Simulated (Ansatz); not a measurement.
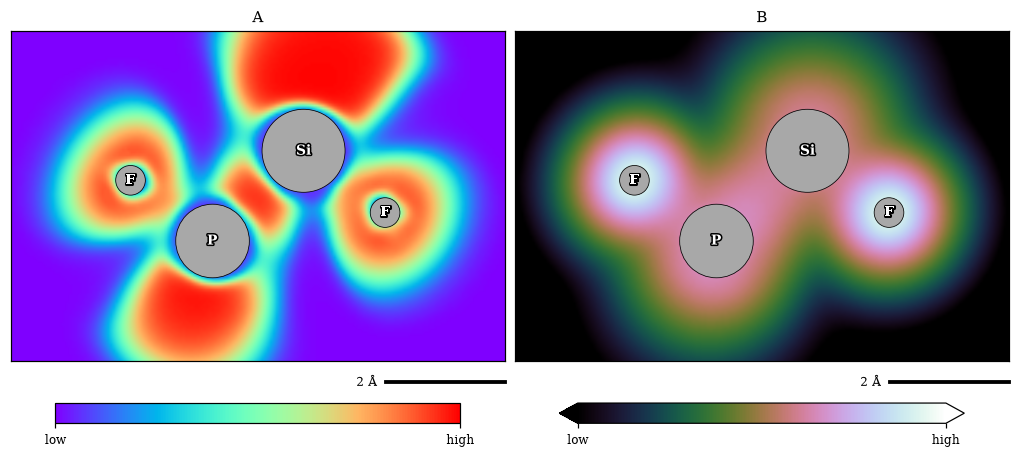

F$_{2}$PSi (SMILES F/[Si-]=P/F) (charge −1): 2 fields on the molecular plane, with unlabelled colour scales. Grey discs cover the atomic cores.

Geometry: PBE0-D3(BJ)/def2-SVPD.

The calculation used isolated molecule in a Gaussian basis; Kohn-Sham density functional theory, functional PBE0 (Ansatz).

```xyz
4

F    -1.3908    1.3520   -0.7296
F     0.5743   -2.0628    1.0536
P    -0.1339   -1.2796   -0.3038
Si   -0.6846    0.5824    0.6418
```

### Match the panels to the quantities (electron density and electron localisation function).

Panel A: electron localisation function. Panel B: electron density. From the grid: P–F (1.72 Å): ρ is about 1 e/Å³ halfway; the ELF peaks at about 0.80 in the valence shell of F, 0.6 Å from its nucleus, and is about 0.65 at the midpoint. Si–F (1.72 Å): ρ at the midpoint is about 0.87 e/Å³; the ELF peaks at about 0.85 in the valence shell of F, 0.6 Å from its nucleus, and is about 0.55 at the midpoint.
